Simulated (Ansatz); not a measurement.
## TaN: N → C

Consider TaN in the rock salt structure (space group Fm-3m, No. 225; a = 4.376 Å).

Modification: every N is replaced by C; the structure is relaxed again.

Method: PBEsol, PAW, 420 eV (Ansatz, an electronic-structure program; spin-orbit coupling left out). Settings: 18×18×18 k-points, 0.05 eV Fermi–Dirac smearing.

| quantity | base | changed | shift |
|---|---|---|---|
| volume per atom | 10.47 Å³ | 10.94 Å³ | +0.47 Å³ |
| density | 15.46 g/cm³ | 14.64 g/cm³ | -0.815 g/cm³ |
| space group | Fm-3m (No. 225) | Fm-3m (No. 225) | – |
| shortest interatomic distance | 218.8 pm | 222.0 pm | +3.2 pm |
| band gap | zero | zero | – |

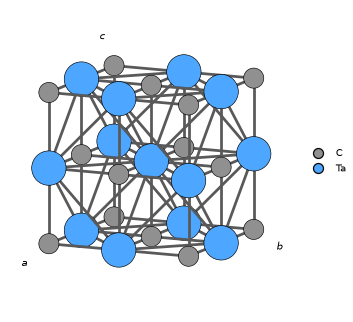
Figure: The relaxed conventional cell after the change

Whether these cells are dynamically stable was not tested. All final runs are without spin polarisation. An odd electron count without spin: TaC. This is not the structure that TaN has at room temperature and ambient pressure.
